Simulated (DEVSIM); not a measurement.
Structure: Co/SiON/p-GaSb capacitor, at 250 K.

| layer (left to right) | material | thickness (nm) | Na (cm⁻³) |
|---|---|---|---|
| 1 | SiON | 26.0 | - |
| 2 | GaSb | 5700 | 1.1e16 |

Metal gate on the left, work function 5 eV. Fixed charge at the semiconductor interface -2.8e11 cm⁻² (in units of +e); no interface traps.

The device is made up for the run: typed textbook-type constants, with dimensions and the other settings drawn at random. Values at 300 K; Nc and Nv go as T^1.5, mobilities as T to minus their exponent, the gap by Varshni's rule with the affinity fixed.

```tsv
parameter	SiON	GaSb
gap (eV)	7	0.726
affinity (eV)	1.4	4.06
permittivity	5.5	15.7
Nc (cm⁻³)	-	2.1e17
Nv (cm⁻³)	-	1.8e19
Varshni α (eV/K)	-	0.00042
Varshni β (K)	-	140
```

Simulated with DEVSIM: 1D Poisson equation in equilibrium, Boltzmann statistics, complete ionisation; no quantum confinement or tunnelling. Metal contacts follow the ideal Schottky-Mott rule: no Fermi-level pinning, no interface dipoles.

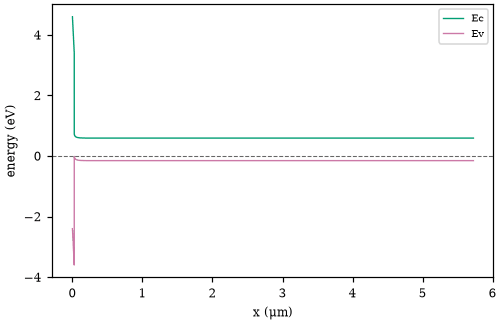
Fig. 1. Band edges at -1.0 V on the gate

Energies count from the Fermi level of the right contact; mesh points crowd at the junctions.

```json
[
 {"x (μm)": "0.000", "Ec (eV)": "4.600", "Ev (eV)": "-2.400", "n (cm⁻³)": "< 1e2", "p (cm⁻³)": "< 1e2", "field (V/cm)": "-460000"},
 {"x (μm)": "0.001659", "Ec (eV)": "4.523", "Ev (eV)": "-2.477", "n (cm⁻³)": "< 1e2", "p (cm⁻³)": "< 1e2", "field (V/cm)": "-460000"},
 {"x (μm)": "0.005472", "Ec (eV)": "4.346", "Ev (eV)": "-2.654", "n (cm⁻³)": "< 1e2", "p (cm⁻³)": "< 1e2", "field (V/cm)": "-460000"},
 {"x (μm)": "0.01385", "Ec (eV)": "3.956", "Ev (eV)": "-3.044", "n (cm⁻³)": "< 1e2", "p (cm⁻³)": "< 1e2", "field (V/cm)": "-460000"},
 {"x (μm)": "0.02285", "Ec (eV)": "3.538", "Ev (eV)": "-3.462", "n (cm⁻³)": "< 1e2", "p (cm⁻³)": "< 1e2", "field (V/cm)": "-460000"},
 {"x (μm)": "0.02535", "Ec (eV)": "3.422", "Ev (eV)": "-3.578", "n (cm⁻³)": "< 1e2", "p (cm⁻³)": "< 1e2", "field (V/cm)": "-460000"},
 {"x (μm)": "0.02664", "Ec (eV)": "0.721", "Ev (eV)": "-0.023", "n (cm⁻³)": "460", "p (cm⁻³)": "4.6e18", "field (V/cm)": "-150000"},
 {"x (μm)": "0.03095", "Ec (eV)": "0.682", "Ev (eV)": "-0.063", "n (cm⁻³)": "2800", "p (cm⁻³)": "7.5e17", "field (V/cm)": "-59000"},
 {"x (μm)": "0.04009", "Ec (eV)": "0.648", "Ev (eV)": "-0.096", "n (cm⁻³)": "14000", "p (cm⁻³)": "1.6e17", "field (V/cm)": "-24000"},
 {"x (μm)": "0.06290", "Ec (eV)": "0.617", "Ev (eV)": "-0.128", "n (cm⁻³)": "58000", "p (cm⁻³)": "3.7e16", "field (V/cm)": "-7900"},
 {"x (μm)": "0.1199", "Ec (eV)": "0.597", "Ev (eV)": "-0.148", "n (cm⁻³)": "150000", "p (cm⁻³)": "1.4e16", "field (V/cm)": "-1400"},
 {"x (μm)": "0.3360", "Ec (eV)": "0.591", "Ev (eV)": "-0.154", "n (cm⁻³)": "190000", "p (cm⁻³)": "1.1e16", "field (V/cm)": "≈ 0"},
 {"x (μm)": "0.8017", "Ec (eV)": "0.591", "Ev (eV)": "-0.154", "n (cm⁻³)": "190000", "p (cm⁻³)": "1.1e16", "field (V/cm)": "≈ 0"},
 {"x (μm)": "1.964", "Ec (eV)": "0.591", "Ev (eV)": "-0.154", "n (cm⁻³)": "190000", "p (cm⁻³)": "1.1e16", "field (V/cm)": "≈ 0"},
 {"x (μm)": "4.463", "Ec (eV)": "0.591", "Ev (eV)": "-0.154", "n (cm⁻³)": "190000", "p (cm⁻³)": "1.1e16", "field (V/cm)": "≈ 0"},
 {"x (μm)": "5.221", "Ec (eV)": "0.591", "Ev (eV)": "-0.154", "n (cm⁻³)": "190000", "p (cm⁻³)": "1.1e16", "field (V/cm)": "≈ 0"},
 {"x (μm)": "5.524", "Ec (eV)": "0.591", "Ev (eV)": "-0.154", "n (cm⁻³)": "190000", "p (cm⁻³)": "1.1e16", "field (V/cm)": "≈ 0"},
 {"x (μm)": "5.646", "Ec (eV)": "0.591", "Ev (eV)": "-0.154", "n (cm⁻³)": "190000", "p (cm⁻³)": "1.1e16", "field (V/cm)": "≈ 0"},
 {"x (μm)": "5.703", "Ec (eV)": "0.591", "Ev (eV)": "-0.154", "n (cm⁻³)": "190000", "p (cm⁻³)": "1.1e16", "field (V/cm)": "≈ 0"},
 {"x (μm)": "5.718", "Ec (eV)": "0.591", "Ev (eV)": "-0.154", "n (cm⁻³)": "190000", "p (cm⁻³)": "1.1e16", "field (V/cm)": "≈ 0"},
 {"x (μm)": "5.723", "Ec (eV)": "0.591", "Ev (eV)": "-0.154", "n (cm⁻³)": "190000", "p (cm⁻³)": "1.1e16", "field (V/cm)": "≈ 0"},
 {"x (μm)": "5.726", "Ec (eV)": "0.591", "Ev (eV)": "-0.154", "n (cm⁻³)": "190000", "p (cm⁻³)": "1.1e16", "field (V/cm)": "≈ 0"}
]
```
